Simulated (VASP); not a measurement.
Energy against volume of Ni3Fe (L1_2). Level of theory: r2SCAN+rVV10, VASP's PBE PAW potentials (set 64) (plane waves; VASP).

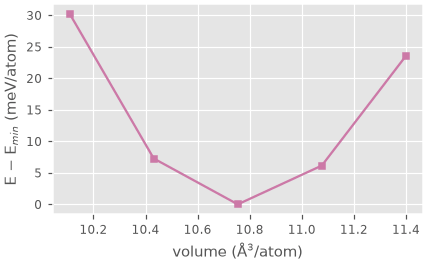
Figure: Energy against volume

Question: Estimate the equilibrium volume and the bulk modulus.

Answer: The minimum lies near 10.8 Å³/atom, and the curvature gives B0 of about 220 GPa.

The compound is Ni3Fe in the L1_2 structure. It was relaxed first.
